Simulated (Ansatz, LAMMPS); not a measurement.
**A frame of amorphous polyoxymethylene (as short chains C15O14H32) from 400 K (244 atoms) under strain**

Aim: relax a frame of amorphous polyoxymethylene (as short chains C15O14H32) from 400 K (244 atoms), then change its volume to read the bulk modulus from the stress.

Method: Kohn-Sham DFT, PBE+D3(BJ), PAW (set soft_2), plane waves, in Ansatz 0.2.0.

## 1. The starting structure

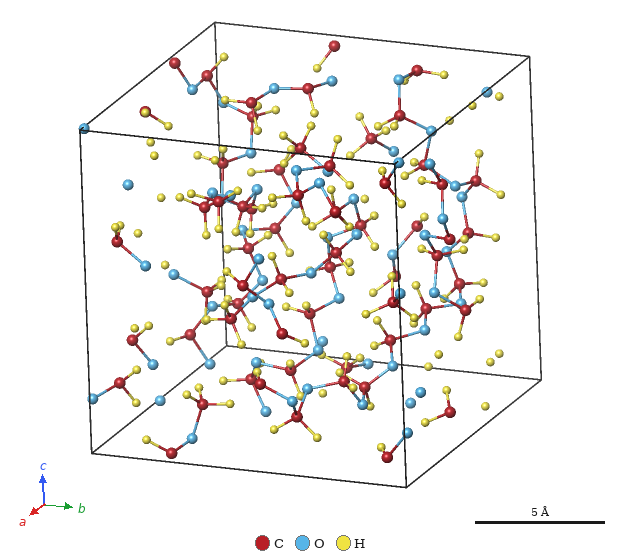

The starting structure, seen slightly off an axis (carbon red, oxygen blue, hydrogen yellow). Bonds to atoms that aren't drawn are left out. Some periodic images of atoms are drawn too.

The cell holds 244 atoms: 60 C, 56 O and 128 H. Cell: a = 13.290 Å, b = 13.290 Å, c = 13.290 Å, α = 90.0°, β = 90.0°, γ = 90.0°. 4 polyoxymethylene chains of 13 units with methyl end groups placed at random, at 1.24 g/cm³; overlaps pushed apart, then 20 ps at 800 K with MMFF94 bonds, angles, torsions, charges and radii (Halgren, J. Comput. Chem. 17, 490 (1996)) in harmonic and 12-6 forms. Snapshot after 30 ps at 400 K and fixed volume.

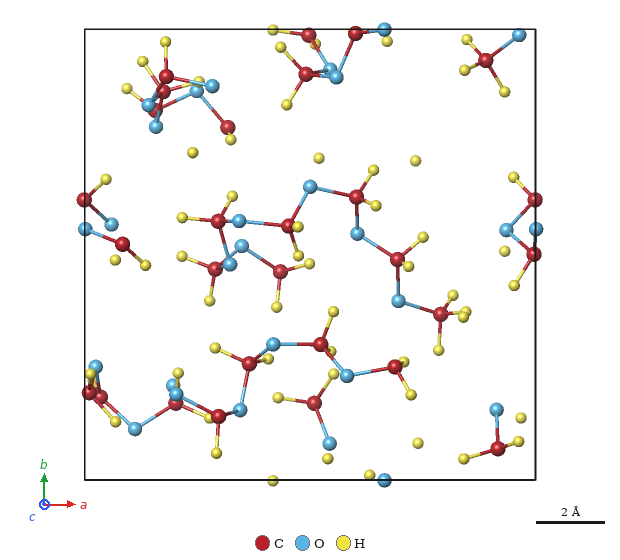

A slice 6 Å thick through the middle of the cell. Bonds to atoms that aren't drawn are left out.

Limits known from the start: The network of contacts between molecules at the start is that of the classical potential that made the cell, and needn't be the one that DFT or experiment would give. Only the Γ point is sampled.

## 2. Single point at the start

A single point comes first, to see the forces before anything moves.

input.yaml

```yaml
crystal:
  lattice:
    - [13.28958, 0.0, 0.0]
    - [0.0, 13.28958, 0.0]
    - [0.0, 0.0, 13.28958]
  atoms:
    - { symbol: C, position: [0.88978, 0.93069, 0.52878] }
    - { symbol: O, position: [0.964, 0.98708, 0.5864] }
    - { symbol: C, position: [0.91679, 0.06925, 0.63426] }
    - { symbol: O, position: [0.91365, 0.15565, 0.56743] }
    - { symbol: C, position: [0.0103, 0.19356, 0.5683] }
    - { symbol: O, position: [0.02446, 0.25091, 0.47639] }
    - { symbol: C, position: [0.03494, 0.18381, 0.39391] }
    - { symbol: O, position: [0.11162, 0.11291, 0.40653] }
    - { symbol: C, position: [0.20216, 0.17023, 0.38645] }
    - { symbol: O, position: [0.19613, 0.20948, 0.28959] }
    - { symbol: C, position: [0.21569, 0.13714, 0.21682] }
    - { symbol: O, position: [0.31808, 0.1003, 0.23885] }
    - { symbol: C, position: [0.34403, 0.03775, 0.15294] }
    - { symbol: O, position: [0.32327, 0.08794, 0.06031] }
    - { symbol: C, position: [0.32757, 0.01288, 0.98463] }
    - { symbol: O, position: [0.28964, 0.04877, 0.89346] }
    - { symbol: C, position: [0.18208, 0.04986, 0.90072] }
    - { symbol: O, position: [0.14118, 0.08107, 0.80716] }
    - { symbol: C, position: [0.1667, 0.18322, 0.78298] }
    - { symbol: O, position: [0.20317, 0.18996, 0.68346] }
    - { symbol: C, position: [0.29713, 0.14074, 0.67835] }
    - { symbol: O, position: [0.3449, 0.15491, 0.58435] }
    - { symbol: C, position: [0.36521, 0.25761, 0.57203] }
    - { symbol: O, position: [0.41844, 0.30084, 0.6546] }
    - { symbol: C, position: [0.5237, 0.3005, 0.63681] }
    - { symbol: O, position: [0.58193, 0.23084, 0.69109] }
    - { symbol: C, position: [0.68841, 0.25076, 0.68372] }
    - { symbol: O, position: [0.70448, 0.34158, 0.73507] }
    - { symbol: C, position: [0.8066, 0.34873, 0.75083] }
    - { symbol: H, position: [0.84793, 0.97702, 0.47188] }
    - { symbol: H, position: [0.84288, 0.90881, 0.59139] }
    - { symbol: H, position: [0.93163, 0.86098, 0.49907] }
    [... 206 atom lines left out ...]
    - { symbol: H, position: [0.43478, 0.96006, 0.54274] }
    - { symbol: H, position: [0.51176, 0.96698, 0.30013] }
    - { symbol: H, position: [0.41776, 0.99809, 0.38878] }
    - { symbol: H, position: [0.55236, 0.23504, 0.39432] }
    - { symbol: H, position: [0.52015, 0.16518, 0.26848] }
    - { symbol: H, position: [0.42924, 0.18247, 0.36546] }
kpoints:
  mp_grid: { grid: [1, 1, 1] }
hamiltonian:
  xc: pbe
  dispersion: d3bj
scf:
  occupations: { method: gaussian, width: 0.025 }
output:
  forces: true
```

Command:

```console
ansatz run input.yaml --threads 4 --pin off --max-ram 8192MiB --backend cpu --events-out ev --progress --plain --runs-dir out
```

Numbers of over 12 decimals in the logs are rounded to 6 here.

The program printed:

```text
[...]
Pseudopotentials: kind: paw
Pseudopotential: C, paw, valence charge 4, recommended cutoff 420 eV (normal), C.paw.azcp
Pseudopotential: O, paw, valence charge 6, recommended cutoff 420 eV (normal), O.paw.azcp
Pseudopotential: H, paw, valence charge 1, recommended cutoff 420 eV (normal), H.paw.azcp
[... 5 lines on functional and potentials left out ...]
Crystal: 244 atoms, lattice volume = 2347.112 Å³
Basis set: ecut = 420 eV, 45961 PW (Γ), exchange–correlation on 180×180×180 points (8 copies of the dense FFT grid, shifted against one another)
Bands: 596, of which v1, the nominal top of the filled ones, is band 352 counted from 1 (351 counted from 0)
Symmetry: 1 space group operations
Space group: P1 (ITA 1), of the structure as read, at distance tolerance 1.3e-4 Å
k-points: 1
[... 7 lines on functional and potentials left out ...]
Initial density: superposition of atomic densities (neutral atoms: chi_scale 0, normalization atom), corrected by the library's trained network
Initial wavefunctions: pseudopotential atomic-orbital guess
[...]
SCF iter   1: F=—  HF=-48829.780682 eV  |F-HF|=—  |Δ(HF+E_count)|=         —  Δρ=5.86e-3  dr2=6.64e-1  ethr=1.77e-3  ⟨swp⟩=6.0  Hψ=2368  notcnv=0  defer=203
preconditioner: auto → Resta (q_TF=auto, 2.232 Å⁻¹)  ε∞=2.4  [insulator: Δε(μ)=5.125 eV  Ē_g=17.005 eV  σ=0.025 eV  W_gap=1.00  n_scr=460 (ndim 8)  ℏωp=20.3 eV  f_vac=0.239  D(μ)=0.00/eV (n_scr^D=0)  ε∞_Penn≈2.4]
SCF iter   2: F=—  HF=-48829.687746 eV  |F-HF|=—  |Δ(HF+E_count)|=   9.29e-2  Δρ=2.92e-3  dr2=1.40e-1  ethr=9.43e-5  ⟨swp⟩=2.0  Hψ=770  notcnv=0  defer=239
SCF iter   3: F=—  HF=-48829.703376 eV  |F-HF|=—  |Δ(HF+E_count)|=   1.56e-2  Δρ=1.21e-3  dr2=3.51e-2  ethr=1.98e-5  ⟨swp⟩=4.0  Hψ=664  notcnv=0  defer=51
automatic band count: iteration 3 solves 408 bands in place of 596: the levels show a gap, and the empty bands left out lie too high to hold charge; the band table lists the bands solved (type scf.n_extra_bands for more)
SCF iter   4: F=—  HF=-48829.702828 eV  |F-HF|=—  |Δ(HF+E_count)|=   5.48e-4  Δρ=3.30e-4  dr2=3.46e-3  ethr=4.99e-6  ⟨swp⟩=2.0  Hψ=710  notcnv=0  defer=51
SCF iter   5: F=—  HF=-48829.703666 eV  |F-HF|=—  |Δ(HF+E_count)|=   8.39e-4  Δρ=1.40e-4  dr2=5.19e-4  ethr=4.91e-7  ⟨swp⟩=2.0  Hψ=685  notcnv=0  defer=51
[...]
SCF iter   9: F=—  HF=-48829.703835 eV  |F-HF|=—  |Δ(HF+E_count)|=   4.03e-7  Δρ=3.37e-6  dr2=2.22e-7  ethr=1.38e-10  ⟨swp⟩=2.0  Hψ=709  notcnv=0  defer=51
SCF iter  10: F=-48829.703835 eV  HF=-48829.703835 eV  |F-HF|=1.98e-9  |Δ(HF+E_count)|=   7.82e-9  Δρ=1.08e-6  dr2=2.55e-8  ethr=1.42e-11  ⟨swp⟩=4.0  Hψ=1383  notcnv=0
SCF 1 converged in 10 iterations: F = -48829.703835 eV  dr2 = 2.55e-8
[...]
SCF converged after 10 iterations
Free energy (F): -48829.703835 eV
Harris-Foulkes:  -48829.703835 eV  (|F-HF|=1.98e-9)
Internal energy: -48829.703835 eV  (E = F + TS)
E sigma→0 (E₀):  -48829.703835 eV
Fermi energy:    2.335376 eV
--- Per-component energies (eV) ---
[...]
Σ components = -48829.703835   (vs F -48829.703835, Δ=0.00e0)
--- Forces (eV/Å), atoms counted from 1 ---
  atom   1  C      1.26166437    -0.61352161     0.32716018
  atom   2  O     -0.06254585     0.26476996    -0.56567654
  atom   3  C     -0.48233440    -0.60016358    -2.13701177
  atom   4  O     -1.67813294    -1.60618617     0.57505511
[...]
atom 244  H     -0.41989805    -0.02795558     0.12205173
  max |Σ_I F_I| component: 1.73e-4 eV/Å
```

Wall time 34 s (4 threads of Arm Neoverse V1, shared host); peak memory 3.4 GiB; 2.2 min of CPU time.

The r.m.s. force at the start is 1.0 eV/Å.

## 3. Cell and atoms relaxed

Cell and atoms are freed together, to release stress as well as forces.

input.yaml

```yaml
crystal:
  lattice:
    - [13.28958, 0.0, 0.0]
    - [0.0, 13.28958, 0.0]
    - [0.0, 0.0, 13.28958]
  atoms:
    [... the 244 atom lines of step 2 ...]
kpoints:
  mp_grid: { grid: [1, 1, 1] }
hamiltonian:
  xc: pbe
  dispersion: d3bj
scf:
  occupations: { method: gaussian, width: 0.025 }
output:
  forces: true
relax:
  f_tol: 0.05
  max_steps: 150
  cell: {}
```

The program printed:

```text
Engine: ansatz 0.2.0, aarch64-unknown-linux-gnu
Pseudopotentials: kind: paw
Pseudopotential: C, paw, valence charge 4, recommended cutoff 420 eV (normal), C.paw.azcp
Pseudopotential: O, paw, valence charge 6, recommended cutoff 420 eV (normal), O.paw.azcp
Pseudopotential: H, paw, valence charge 1, recommended cutoff 420 eV (normal), H.paw.azcp
[... 5 lines on functional and potentials left out ...]
Crystal: 244 atoms, lattice volume = 2347.112 Å³
Basis set: ecut = 420 eV, 45961 PW (Γ), exchange–correlation on 180×180×180 points (8 copies of the dense FFT grid, shifted against one another)
Bands: 596, of which v1, the nominal top of the filled ones, is band 352 counted from 1 (351 counted from 0)
Symmetry: 1 space group operations
Space group: P1 (ITA 1), of the structure as read, at distance tolerance 1.3e-4 Å
k-points: 1
[... 7 lines on functional and potentials left out ...]
Initial density: superposition of atomic densities (neutral atoms: chi_scale 0, normalization atom), corrected by the library's trained network
Initial wavefunctions: pseudopotential atomic-orbital guess
Functional: x = pbe(κ = 0.804, μ = 0.219515), c = pbe(β = 0.066725)
SCF iter   1: F=—  HF=-48829.780682 eV  |F-HF|=—  |Δ(HF+E_count)|=         —  Δρ=5.86e-3  dr2=6.64e-1  ethr=1.77e-3  ⟨swp⟩=6.0  Hψ=2368  notcnv=0  defer=203
preconditioner: auto → Resta (q_TF=auto, 2.232 Å⁻¹)  ε∞=2.4  [insulator: Δε(μ)=5.125 eV  Ē_g=17.005 eV  σ=0.025 eV  W_gap=1.00  n_scr=460 (ndim 8)  ℏωp=20.3 eV  f_vac=0.239  D(μ)=0.00/eV (n_scr^D=0)  ε∞_Penn≈2.4]
SCF iter   2: F=—  HF=-48829.687745 eV  |F-HF|=—  |Δ(HF+E_count)|=   9.29e-2  Δρ=2.92e-3  dr2=1.40e-1  ethr=9.43e-5  ⟨swp⟩=2.0  Hψ=770  notcnv=0  defer=239
SCF iter   3: F=—  HF=-48829.703420 eV  |F-HF|=—  |Δ(HF+E_count)|=   1.57e-2  Δρ=1.21e-3  dr2=3.50e-2  ethr=1.98e-5  ⟨swp⟩=3.0  Hψ=663  notcnv=0  defer=239
SCF iter   4: F=—  HF=-48829.702825 eV  |F-HF|=—  |Δ(HF+E_count)|=   5.96e-4  Δρ=3.29e-4  dr2=3.45e-3  ethr=4.98e-6  ⟨swp⟩=2.0  Hψ=710  notcnv=0  defer=239
SCF iter   5: F=—  HF=-48829.703653 eV  |F-HF|=—  |Δ(HF+E_count)|=   8.29e-4  Δρ=1.37e-4  dr2=5.06e-4  ethr=4.90e-7  ⟨swp⟩=2.0  Hψ=685  notcnv=0  defer=239
SCF iter   6: F=—  HF=-48829.703727 eV  |F-HF|=—  |Δ(HF+E_count)|=   7.40e-5  Δρ=7.35e-5  dr2=1.01e-4  ethr=7.19e-8  ⟨swp⟩=2.0  Hψ=708  notcnv=0  defer=239
SCF iter   7: F=—  HF=-48829.703725 eV  |F-HF|=—  |Δ(HF+E_count)|=   2.78e-6  Δρ=2.14e-5  dr2=9.28e-6  ethr=1.44e-8  ⟨swp⟩=2.0  Hψ=709  notcnv=0  defer=239
SCF iter   8: F=—  HF=-48829.703835 eV  |F-HF|=—  |Δ(HF+E_count)|=   1.10e-4  Δρ=6.72e-6  dr2=9.66e-7  ethr=1.32e-9  ⟨swp⟩=2.0  Hψ=945  notcnv=0  defer=239
SCF iter   9: F=—  HF=-48829.703835 eV  |F-HF|=—  |Δ(HF+E_count)|=   4.24e-7  Δρ=3.40e-6  dr2=2.26e-7  ethr=1.37e-10  ⟨swp⟩=2.0  Hψ=709  notcnv=0  defer=239
[...]
relax step  30: F+E_penalty+E_count = -48845.17662953 eV  Δ(F+E_penalty+E_count) = +2.284e-3 eV  max|allowed force component| = 9.558e-2 eV/Å  Δτ_max = 0.0410 Å  P = -0.045 GPa  Ω = 2287.597 Å³  energy of the carried Pulay correction = +2.009e-1 eV  (7 SCF iters, dr2 threshold 1.76e-6 eV, accepted)
relax step  35: F+E_penalty+E_count = -48845.22747765 eV  Δ(F+E_penalty+E_count) = -3.602e-3 eV  max|allowed force component| = 2.468e-1 eV/Å  Δτ_max = 0.1963 Å  P = -0.234 GPa  Ω = 2280.797 Å³  energy of the carried Pulay correction = +2.242e-1 eV  (8 SCF iters, dr2 threshold 2.12e-6 eV, rejected (line search))
relax step  39: F+E_penalty+E_count = -48845.23995177 eV  Δ(F+E_penalty+E_count) = +4.193e-3 eV  max|allowed force component| = 1.929e-2 eV/Å  Δτ_max = 0.0487 Å  P = -0.028 GPa  Ω = 2283.217 Å³  energy of the carried Pulay correction = +2.159e-1 eV  (10 SCF iters, accepted)
[...]
Step cancelled. What follows is not a result of the run: it is the report of the last solve that finished, which converged after 10 SCF iterations.
Free energy (F): -48845.239952 eV
Harris-Foulkes:  -48845.239952 eV  (|F-HF|=2.04e-10)
Internal energy: -48845.239952 eV  (E = F + TS)
E sigma→0 (E₀):  -48845.239952 eV
Fermi energy:    2.521158 eV
--- Per-component energies (eV) ---
  E_band       = -5565.391940
  E_kinetic    = 17043.914581
  E_local      = -54814.404897  (includes V_loc(G=0)·N_el)
  E_nonlocal   = 4525.553380
  E_hartree    = 20230.153948
  E_xc         = -8129.793617
  E_vxc        = -10277.832363  (∫ρ·V_xc dr)
  E_paw        = -14889.410974  (= ΣΔE_a)
  E_vpaw       = -2502.901427  (= ΣTr[D̂ρ^β])
  E_aug_tail   = -0.029111  (compensation charges beyond the density's cutoff)
  E_ewald      = -12799.190582
  E_disp       = -12.032679  (pairwise vdW)
  E_smearing   = -0.000000  (= −TS)
  E_closure    = -0.000000  (closes the sum)
  Σ components = -48845.239952   (vs F -48845.239952, Δ=0.00e0)
--- Forces (eV/Å), atoms counted from 1 ---
  atom   1  C     -0.00467470     0.00210958    -0.00090394
  atom   2  O     -0.01466521    -0.00275652    -0.01776658
  atom   3  C     -0.00840717     0.00294287     0.00342910
  atom   4  O      0.00704929    -0.00074341     0.01024619
  atom   5  C     -0.00669685     0.00592636    -0.00268686
  atom   6  O     -0.00433982    -0.01538749     0.00191465
  atom   7  C     -0.00207509     0.00031486    -0.00044413
  atom   8  O     -0.00200326     0.00841651     0.00446917
[...]
atom  13  C      0.00446119     0.00103654    -0.00288117
  atom  14  O     -0.00531227    -0.00321524     0.00709734
[...]
atom 243  H      0.00061518     0.00010230     0.00015189
  atom 244  H     -0.00002371    -0.00120937     0.00057988
  max |Σ_I F_I| component: 1.53e-5 eV/Å
--- Stress (GPa, compression-positive) ---
       -0.574427       0.000407       0.001445
        0.000407      -0.574142       0.002250
        0.001446       0.002250      -0.581014
  P = ⅓ Tr σ = -0.5765 GPa (-5.765 kbar)
--- Band table (eV) ---
  k-point 0: bands = ["-22.0994", "-22.0206", "-21.9663", "-21.9332", [... 580 levels ...], "12.0013", "12.0231", "12.0871", "12.0987", "12.1061", "12.1282", "12.1560", "12.1643", "12.1971", "12.2396", "12.2499", "12.2899"]
End of that report.
Error: SIGTERM received: cancelled by the caller after 5 completed SCF iterations
```

The job ended after 27 min (4 threads; peak memory 3.5 GiB; 1.8 h of CPU time).

The relaxation was stopped at its limit after 39 steps, with a largest force component of 0.019 eV/Å.

(Part 1 of 2 ends here.)

[Logs are printed without paths, hosts, clocks, repeated set-up lines and the standing remarks that a program may print on its own settings, such as how far it seeks lower states.]

[Hosts, paths, dates, database ids (printed as entryN), source tags and the programs' standing remarks are cut or masked in the printed files.]

[The MMFF94 radii named for the starting cell were scaled by 0.96; in molecules described by MMFF94, hydrogen bound to N, O or S took a small fixed 12-6 site in their place.]
